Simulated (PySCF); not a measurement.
# C5H10O2 (2-methylbutanoic acid) at 6 levels

Wanted: a comparison of 6 runs (B2PLYP/6-31G*, B3LYP/6-31G*, CAM-B3LYP/6-31G*, M06-2X/6-31G*, wB97X/6-31G*, SCS-MP2/6-31G*) of C5H10O2 (2-methylbutanoic acid). 

Program for the calculation: PySCF 2.14.0.

2 further runs of the same task are left out: 2 set aside as unsound or not needed.

### 1 The molecule

C5H10O2 has 17 atoms, charge 0, and is taken as a singlet. SMILES: `CCC(C)C(=O)O`. Geometry: relaxed at GFN2-xTB. This is one conformer, not always the lowest.

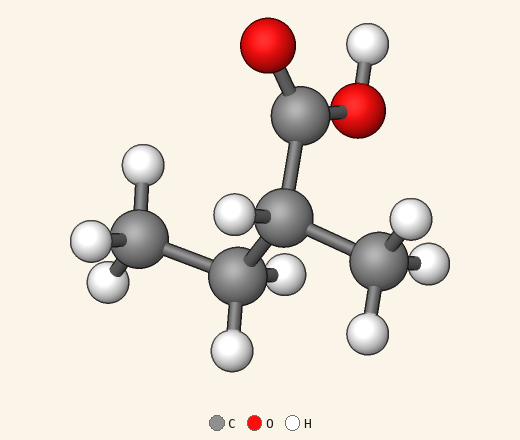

The structure, seen from a chosen angle (carbon grey, oxygen red, hydrogen white).

### 2 The energy at B2PLYP/6-31G(d) (spherical functions) (run 1)

The input, run.py:

```python
# CCC(C)C(=O)O
from pyscf import gto, dft, mp

molecule = gto.M(
    atom='''
C    2.061770  -0.145890   0.242130
C    0.704550  -0.830070   0.133500
C   -0.330700   0.053880  -0.572950
C   -1.650530  -0.693220  -0.776620
C   -0.591440   1.305770   0.235360
O   -0.431590   2.431460  -0.154790
O   -1.046080   1.037730   1.467150
H    2.446310   0.098550  -0.745660
H    2.776880  -0.797740   0.738430
H    1.984760   0.776990   0.812600
H    0.809710  -1.758650  -0.431410
H    0.334480  -1.080300   1.129200
H    0.063030   0.374310  -1.542350
H   -1.485050  -1.576260  -1.389000
H   -2.377250  -0.056630  -1.276350
H   -2.057550  -1.003250   0.182620
H   -1.211280   1.863320   1.948140
''',
    charge=0,
    max_memory=1860,
    verbose=3,
    basis='6-31g*',
    spin=0,
)

calc0 = dft.RKS(molecule, xc='0.53*HF + 0.47*B88, 0.73*LYP')
calc0.conv_tol = 1e-10
calc0.grids.level = 5
calc0.kernel()
if not calc0.converged:
    calc0 = calc0.newton().run(calc0.mo_coeff, calc0.mo_occ)

pt = mp.MP2(calc0, frozen=7).run()
energy = calc0.e_tot + 0.27 * pt.e_corr
print('PT2 part  %.8f' % (0.27 * pt.e_corr))
print('E = %.10f Eh' % energy)
```

Started as:

```bash
$ OMP_NUM_THREADS=1 python run.py
```

Log:

```text
converged SCF energy = -346.303484578243
E(RMP2) = -347.519731313512  E_corr = -1.21624673526932
E(SCS-RMP2) = -347.491871858636  E_corr = -1.18838728039333
PT2 part  -0.32838662
E = -346.6318711968 Eh
```

Run time: 53 s. Hardware: 1 thread of Intel Xeon at 2.70GHz, shared host; peak memory 0.68 GiB.

### 3 A single-point energy at B3LYP/6-31G(d) (spherical functions) (run 2)

The input, run.py:

```python
from pyscf import gto, dft

molecule = gto.M(
    atom=[
    ('C', (2.061770, -0.145890, 0.242130)),
    ('C', (0.704550, -0.830070, 0.133500)),
    ('C', (-0.330700, 0.053880, -0.572950)),
    ('C', (-1.650530, -0.693220, -0.776620)),
    ('C', (-0.591440, 1.305770, 0.235360)),
    ('O', (-0.431590, 2.431460, -0.154790)),
    ('O', (-1.046080, 1.037730, 1.467150)),
    ('H', (2.446310, 0.098550, -0.745660)),
    ('H', (2.776880, -0.797740, 0.738430)),
    ('H', (1.984760, 0.776990, 0.812600)),
    ('H', (0.809710, -1.758650, -0.431410)),
    ('H', (0.334480, -1.080300, 1.129200)),
    ('H', (0.063030, 0.374310, -1.542350)),
    ('H', (-1.485050, -1.576260, -1.389000)),
    ('H', (-2.377250, -0.056630, -1.276350)),
    ('H', (-2.057550, -1.003250, 0.182620)),
    ('H', (-1.211280, 1.863320, 1.948140)),
],
    spin=0,
    verbose=4,
    basis='6-31g*',
    charge=0,
    max_memory=1860,
)

mf = dft.RKS(molecule)
mf.xc = 'b3lyp'
mf.conv_tol = 1e-10
mf.grids.level = 5
mf.kernel()
if not mf.converged:
    mf = mf.newton().run(mf.mo_coeff, mf.mo_occ)

etot = mf.e_tot
print('Final energy', etot)
```

Started as:

```bash
$ OMP_NUM_THREADS=1 python run.py
```

Log:

```text
PySCF version 2.14.0

[... 89 lines left out ...]
converged SCF energy = -347.014453593002
Final energy -347.0144535930017
```

It took 63 s on 1 thread of Intel Xeon at 2.70GHz, shared host; peak memory 0.68 GiB.

Runs 3 to 4 aren't shown in full; the table further down has their settings and results.

### 4 A single-point energy at wB97X/6-31G(d) (spherical functions) (run 5)

The input, job.py:

```python
# CCC(C)C(=O)O
from pyscf import gto, dft

mol = gto.M(
    atom='''
C      3.896181    -0.275692     0.457559
C      1.331407    -1.568605     0.252278
C     -0.624932     0.101818    -1.082719
C     -3.119050    -1.309996    -1.467599
C     -1.117660     2.467548     0.444766
O     -0.815587     4.594793    -0.292511
O     -1.976805     1.961025     2.772512
H      4.622856     0.186233    -1.409093
H      5.247543    -1.507510     1.395430
H      3.750653     1.468298     1.535591
H      1.530130    -3.323367    -0.815247
H      0.632076    -2.041471     2.133879
H      0.119109     0.707343    -2.914619
H     -2.806338    -2.978700    -2.624830
H     -4.492351    -0.107015    -2.411952
H     -3.888206    -1.895868     0.345102
H     -2.288987     3.521164     3.681451
''',
    verbose=3,
    basis='6-31g*',
    max_memory=1860,
    unit='bohr',
    spin=0,
)

mf = dft.RKS(mol, xc='wb97x')
mf.conv_tol = 1e-10
mf.grids.level = 5
mf.kernel()
if not mf.converged:
    mf = mf.newton().run(mf.mo_coeff, mf.mo_occ)

e_final = mf.e_tot
print(f'total energy: {e_final:.8f} hartree')
```

Started as:

```bash
$ OMP_NUM_THREADS=1 python job.py
```

Log:

```text
converged SCF energy = -346.933012380311
total energy: -346.93301238 hartree
```

Wall time 1.9 min (1 thread of Intel Xeon at 2.70GHz, shared host); peak memory 0.68 GiB.

### 5 A single-point energy at SCS-MP2/6-31G(d) (spherical functions) (run 6)

The input, run.py:

```python
from pyscf import gto, mp

mol = gto.M(
    atom='''
C      3.896181    -0.275692     0.457559
C      1.331407    -1.568605     0.252278
C     -0.624932     0.101818    -1.082719
C     -3.119050    -1.309996    -1.467599
C     -1.117660     2.467548     0.444766
O     -0.815587     4.594793    -0.292511
O     -1.976805     1.961025     2.772512
H      4.622856     0.186233    -1.409093
H      5.247543    -1.507510     1.395430
H      3.750653     1.468298     1.535591
H      1.530130    -3.323367    -0.815247
H      0.632076    -2.041471     2.133879
H      0.119109     0.707343    -2.914619
H     -2.806338    -2.978700    -2.624830
H     -4.492351    -0.107015    -2.411952
H     -3.888206    -1.895868     0.345102
H     -2.288987     3.521164     3.681451
''',
    unit='bohr',
    verbose=3,
    basis='6-31g*',
    max_memory=1860,
    spin=0,
)

hf = mol.RHF()
hf.conv_tol = 1e-10
hf.kernel()
if not hf.converged:
    hf = hf.newton().run(hf.mo_coeff, hf.mo_occ)

pt = mp.MP2(hf, frozen=7).run()
e_final = hf.e_tot + 1.2 * pt.e_corr_os + pt.e_corr_ss / 3
print('E(%s) = %.9f' % ('SCS-MP2', e_final))
```

Started as:

```bash
$ OMP_NUM_THREADS=1 python run.py
```

Log:

```text
converged SCF energy = -344.910080915946
E(RMP2) = -345.903518882298  E_corr = -0.993437966351918
E(SCS-RMP2) = -345.881661669648  E_corr = -0.971580753701778
E(SCS-MP2) = -345.881661670
```

Wall time 6.9 s (1 thread of Intel Xeon at 2.70GHz, shared host); peak memory 0.43 GiB.

### 6 The series

```csv
run,level,frozen core orbitals,integration grid,energy (Eh),dipole moment (D) of the reference,HOMO energy (eV),LUMO energy (eV),wall time
1,B2PLYP/6-31G* (spherical functions),7,5,-346.631871,1.88,-9.07,2.40,53 s
2,B3LYP/6-31G* (spherical functions),–,5,-347.014454,1.77,-7.16,0.50,63 s
3,CAM-B3LYP/6-31G* (spherical functions),–,5,-346.845584,1.79,-8.90,2.03,1.8 min
4,M06-2X/6-31G* (spherical functions),–,5,-346.858166,1.77,-9.13,1.80,95 s
5,wB97X/6-31G* (spherical functions),–,5,-346.933012,1.79,-9.95,3.11,1.9 min
6,SCS-MP2/6-31G* (spherical functions),7,–,-345.881662,2.04,-11.72,5.16,6.9 s
```

### 7 Outcome

| quantity | value |
| --- | --- |
| run 6: total energy | -345.88166 Eh |
| run 6: dipole moment (Hartree–Fock density) | 2.04 D |
| run 6: HOMO energy (Hartree–Fock orbitals) | -11.72 eV |
| run 6: LUMO energy (Hartree–Fock orbitals) | 5.16 eV |
| run 6: HOMO–LUMO gap (Hartree–Fock orbitals) | 16.89 eV |
| run 6: correlation energy (7 core orbitals frozen) | -971.6 mEh |

**Reading.** Over runs 1, 2, 3, 4, 5 the dipole moment (its size) runs from 1.77 D (M06-2X/6-31G*) to 1.88 D (B2PLYP/6-31G*). A double hybrid's value is that of its SCF part. Over runs 1, 2, 3, 4, 5 the HOMO–LUMO gap runs from 7.66 eV (B3LYP/6-31G*) to 13.06 eV (wB97X/6-31G*). Totals of different functionals can't be ranked against each other. All runs together took 7.4 min, the longest 1.9 min.
